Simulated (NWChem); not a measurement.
# One shape, several levels: CH7GeN (SMILES C[NH][GeH3])

We compute a comparison of 4 runs (HF/STO-3G, HF/3-21G, B3LYP/6-31G*) of CH7GeN. 

Program for the calculation: NWChem 7.3.0.

### 1 The molecule

CH7GeN has 10 atoms, charge 0, and is taken as a singlet. As SMILES, `C[NH][GeH3]`. The coordinates come from a PBE0-D4/def2-TZVP relaxation.

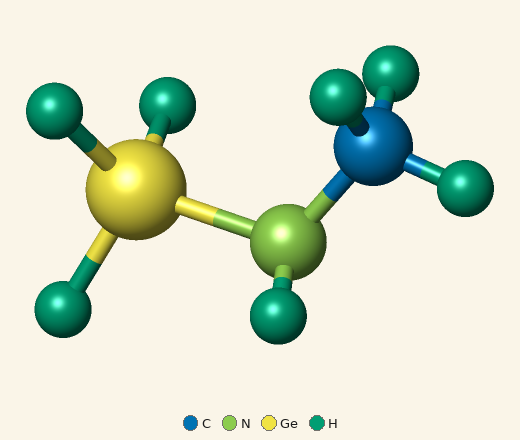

Viewed from a chosen angle; carbon blue, nitrogen green, germanium yellow, hydrogen teal.

### 2 Energy and forces at HF/STO-3G (run 1)

Input file run.py:

```python
from ase import Atoms
from ase.calculators.nwchem import NWChem

system = Atoms('CNGeHHHHHHH', positions=[
    [-0.831200, 0.706600, -0.869800],
    [-0.338200, -0.565500, -0.378200],
    [0.831300, -0.549300, 1.040100],
    [-1.629300, 0.546200, -1.600500],
    [-0.068700, 1.345900, -1.339500],
    [-1.267500, 1.273500, -0.042400],
    [-0.027700, -1.161300, -1.132700],
    [1.240800, -2.005100, 1.307700],
    [0.076800, 0.051600, 2.237300],
    [2.096900, 0.306300, 0.781000],
])

calc = NWChem(
    label='ch7gen',
    theory='scf',
    memory='2200 mb',
    basis='STO-3G',
    basispar='spherical bse',
    scf={'nopen': '0', 'rhf': None, 'thresh': '1e-08', 'maxiter': '80'},
)
system.calc = calc

forces = system.get_forces()
e = system.get_potential_energy()
print(f"E = {e:.6f} eV")
print("forces (eV/A):")
for s, f in zip(system.symbols, forces):
    print(f"{s:2s} {f[0]:10.5f} {f[1]:10.5f} {f[2]:10.5f}")
print("dipole (e A):", system.get_dipole_moment().round(4))
```

Launch:

```bash
$ export ASE_NWCHEM_COMMAND="nwchem PREFIX.nwi > PREFIX.nwo"
$ python run.py
```

Standard output:

```text
E = -58422.312221 eV
forces (eV/A):
C    -0.47437    0.87541   -0.47781
N     1.15499   -0.47303    2.22709
Ge    0.30272    0.00566    0.66139
H     0.13766    0.06891    0.00509
H    -0.13977   -0.11431    0.04643
H     0.09996   -0.06006   -0.11796
H     0.11740   -0.23464   -0.77555
H    -0.51057    1.89480   -0.32298
H     1.01517   -0.80548   -1.51150
H    -1.70325   -1.15725    0.26575
dipole (e A): [ 0.2002  0.0481 -0.062 ]
```

The calculator wrote ch7gen.nwi:

```
title "ch7gen"

permanent_dir ch7gen

scratch_dir ch7gen

start ch7gen

geometry units angstrom nocenter noautosym noautoz
  C  -8.3120000000000005e-01 7.0660000000000001e-01 -8.6980000000000002e-01
  N  -3.3820000000000000e-01 -5.6550000000000000e-01 -3.7819999999999998e-01
  Ge 8.3130000000000004e-01 -5.4930000000000001e-01 1.0401000000000000e+00
  H  -1.6293000000000000e+00 5.4620000000000002e-01 -1.6005000000000000e+00
  H  -6.8699999999999997e-02 1.3459000000000001e+00 -1.3394999999999999e+00
  H  -1.2675000000000001e+00 1.2735000000000001e+00 -4.2400000000000000e-02
  H  -2.7699999999999999e-02 -1.1613000000000000e+00 -1.1327000000000000e+00
  H  1.2407999999999999e+00 -2.0051000000000001e+00 1.3077000000000001e+00
  H  7.6799999999999993e-02 5.1600000000000000e-02 2.2372999999999998e+00
  H  2.0969000000000002e+00 3.0630000000000002e-01 7.8100000000000003e-01
end

memory 2200 mb

basis spherical bse noprint
   * library STO-3G
end

scf
  nopen 0
  rhf
  thresh 1e-08
  maxiter 80
end

task scf gradient
```

ch7gen.nwo:

```text
Northwest Computational Chemistry Package (NWChem) 7.3.0
             --------------------------------------------------------

           Job information
           ---------------

    nwchem branch   = 7.3.0
    use scalapack   = T
    input           = ch7gen.nwi
    prefix          = ch7gen.
    data base       = ch7gen/ch7gen.db
    status          = startup
    nproc           =        1

           Memory information
           ------------------

[... 5 lines left out ...]
    hardfail = no
[... 138 lines left out ...]
         Quadratically convergent ROHF
[... 14 lines left out ...]
       Final RHF  results
[... 4 lines left out ...]
      Two-electron energy =   1062.247571063680
[... 44 lines left out ...]
                       ROHF Final Molecular Orbital Analysis
[... 246 lines left out ...]
                 ----------------------------------------
                 |  Time  |  1-e(secs)   |  2-e(secs)   |
                 ----------------------------------------
                 |  CPU   |       0.00   |       0.59   |
                 ----------------------------------------
                 |  WALL  |       0.00   |       0.59   |
                 ----------------------------------------

 Task  times  cpu:        2.6s     wall:        2.6s
 Total times  cpu:        2.6s     wall:        2.6s
```

Run time: 3.6 s. Hardware: 1 thread of Intel Xeon 6975P-C (Granite Rapids), shared host; peak memory 0.097 GiB.

### 3 Energy and forces at HF/3-21G (run 2)

Input file ch7gen.nw:

```
START ch7gen
TITLE "CH7GeN gradient"
memory total 2200 mb

GEOMETRY units angstroms noautosym nocenter noautoz
C       -0.831200       0.706600      -0.869800
N       -0.338200      -0.565500      -0.378200
Ge       0.831300      -0.549300       1.040100
H       -1.629300       0.546200      -1.600500
H       -0.068700       1.345900      -1.339500
H       -1.267500       1.273500      -0.042400
H       -0.027700      -1.161300      -1.132700
H        1.240800      -2.005100       1.307700
H        0.076800       0.051600       2.237300
H        2.096900       0.306300       0.781000
END

BASIS "ao basis" spherical bse
* library 3-21G
END

SCF
singlet
rhf
thresh 1e-08
maxiter 80
print medium
END

TASK scf gradient
```

Launch:

```bash
$ nwchem ch7gen.nw > ch7gen.out
```

Standard output:

```text
[...]
  functions       =    54
[...]
  wavefunction    = RHF
[...]
         Total SCF energy =  -2161.185514346361
      One-electron energy =  -3413.025963583530
      Two-electron energy =   1050.861861488120
 Nuclear repulsion energy =    200.978587749050
        Time for solution =      2.3s
[...]
                         RHF ENERGY GRADIENTS
    atom               coordinates                        gradient
                 x          y          z           x          y          z
   1 C      -1.570740   1.335280  -1.643684    0.016528  -0.018367   0.008875
   2 N      -0.639105  -1.068640  -0.714694   -0.031647   0.007584  -0.008163
   3 Ge      1.570929  -1.038026   1.965504    0.013037   0.002630   0.005054
   4 H      -3.078931   1.032168  -3.024506   -0.004836  -0.001610  -0.004105
   5 H      -0.129824   2.543382  -2.531288    0.003967   0.004113  -0.002824
   6 H      -2.395228   2.406566  -0.080124   -0.002567   0.003175   0.004809
   7 H      -0.052345  -2.194539  -2.140493    0.008271   0.001717  -0.001980
   8 H       2.344772  -3.789090   2.471195   -0.001117   0.000054  -0.000639
   9 H       0.145131   0.097510   4.227884   -0.001354   0.000188  -0.001053
  10 H       3.962566   0.578823   1.475876   -0.000282   0.000517   0.000025
[...]
```

Run time: 3.9 s. Hardware: 1 thread of Intel Xeon 6975P-C (Granite Rapids), shared host; peak memory 0.096 GiB.

Run 3 isn't shown in full; the table further down has it.

### 4 Energy and forces at B3LYP/6-31G(d) (Cartesian functions) (run 4)

Input file ch7gen.nw:

```
start ch7gen
title "CH7GeN gradient"
memory total 2200 mb

geometry units au noautosym nocenter noautoz
C   -1.57074035   1.33528048  -1.64368378
N   -0.63910538  -1.06864012  -0.71469442
Ge   1.57092933  -1.03802656   1.96550414
H   -3.07893077   1.03216841  -3.02450666
H   -0.12982418   2.54338239  -2.53128814
H   -2.39522786   2.40656622  -0.08012439
H   -0.05234541  -2.19453895  -2.14049278
H    2.34477218  -3.78908985   2.47119485
H    0.14513097   0.09750987   4.22788426
H    3.96256671   0.57882311   1.47587610
end

basis cartesian
* library 6-31G*
end

dft
xc b3lyp
grid xfine
convergence energy 1e-08
maxiter 100
mulliken
end

task dft gradient
```

Launch:

```bash
$ nwchem ch7gen.nw > ch7gen.out
```

Standard output:

```text
[...]
          Wavefunction type:  closed shell.
          No. of atoms     :    10
          No. of electrons :    52
[...]
          Charge           :     0
          Spin multiplicity:     1
[...]
          AO basis - number of functions:    79
[...]
              XC Information
              --------------
                         B3LYP Method XC Potential
                     Hartree-Fock (Exact) Exchange  0.200
                        Slater Exchange Functional  0.800 local
                    Becke 1988 Exchange Functional  0.720 non-local
              Lee-Yang-Parr Correlation Functional  0.810
                  VWN I RPA Correlation Functional  0.190 local
[...]
 d= 0,ls=0.0,diis     1  -2173.7736820125 -2.37D+03  1.13D-02  1.16D+00     3.6
[...]
 d= 0,ls=0.0,diis     8  -2173.8192208637 -6.81D-09  3.46D-06  1.09D-07    23.2
         Total DFT energy =    -2173.819220863707
      One electron energy =    -3423.957812789487
           Coulomb energy =     1143.169111178165
    Exchange-Corr. energy =      -94.009092586150
 Nuclear repulsion energy =      200.978573333764
[...]
      Total Density - Mulliken Population Analysis
     ---------------------------------------------
    Atom       Charge   Shell Charges
 -----------   ------   -------------------------------------------------------
    1 C    6     6.29   1.99  0.68  2.10  0.58  0.89  0.04
    2 N    7     7.62   1.99  0.78  2.50  0.84  1.49  0.02
    3 Ge  32    31.87   2.00  1.99  6.00  1.93  5.99  1.32  2.13  0.11  0.26  6.92  2.95  0.27
    4 H    1     0.85   0.53  0.32
    5 H    1     0.87   0.53  0.33
    6 H    1     0.84   0.53  0.31
    7 H    1     0.69   0.51  0.18
    8 H    1     0.98   0.49  0.49
    9 H    1     0.98   0.49  0.49
   10 H    1     1.00   0.49  0.52
[...]
  wavefunction    = closed shell
[...]
```

It took 31 s on 1 thread of Intel Xeon 6975P-C (Granite Rapids), shared host; peak memory 0.15 GiB.

### 5 Overview of the runs

| run | level | iteration cap | module | energy (Eh) | dipole moment (D) | HOMO energy (eV) | LUMO energy (eV) | wall time |
| --- | --- | --- | --- | --- | --- | --- | --- | --- |
| 1 | HF/STO-3G | 80 | scf | -2146.980392 | 1.03 | -7.58 | 12.45 | 3.6 s |
| 2 | HF/3-21G | 80 | scf | -2161.185514 | 1.20 | -9.73 | 4.44 | 3.9 s |
| 3 | B3LYP/6-31G* (spherical functions) | 100 | dft | -2173.812212 | 0.96 | -6.11 | 0.65 | 30 s |
| 4 | B3LYP/6-31G* (Cartesian functions) | 100 | dft | -2173.819221 | 0.96 | -6.11 | 0.62 | 31 s |

### 6 Results

| quantity | value |
| --- | --- |
| run 4: total energy | -2173.81922 Eh |
| run 4: dipole moment | 0.96 D |
| run 4: HOMO energy | -6.11 eV |
| run 4: LUMO energy | 0.62 eV |
| run 4: HOMO–LUMO gap | 6.74 eV |
| run 4: largest force on an atom | 0.314 eV/Å |

What this shows: The dipole moment (its size) runs from 0.96 D (B3LYP/6-31G*) to 1.20 D (HF/3-21G). The two ends differ in method and basis. The HOMO–LUMO gap runs from 6.74 eV (B3LYP/6-31G*) to 20.03 eV (HF/STO-3G). In run 1 the basis is minimal, so the values are rough. All runs together took 69 s, the longest 31 s.
